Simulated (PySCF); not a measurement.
SMILES [S]=[Mo-2](=[S])(=[S])=[S] (MoS4 (anion, charge -2)) at its PBE0/def2-SVP optimised geometry (Å):

```
5

Mo    -0.7322    -1.0358     0.0000
S     -1.4648    -2.0714    -1.7942
S     -1.4653     1.0358     0.0000
S     -1.4641    -2.0716     1.7944
S      1.4653    -1.0358     0.0000
```

Level of theory: PBE0/def2-TZVPD, def2 effective core potentials past Kr (PySCF). The core electrons that the potentials of Mo replace are not part of the density.

Map of the log10 of the electron density (e/bohr³), floored at −4 on the plane z = 0.8 Å:

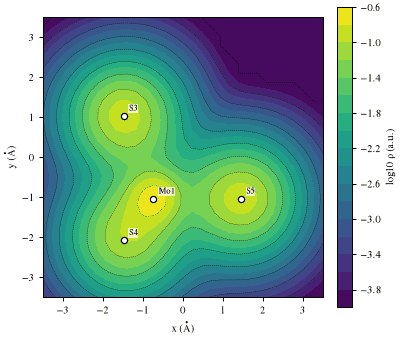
Figure. Log10 of the electron density (e/bohr³), floored at −4 on the plane z = 0.8 Å.
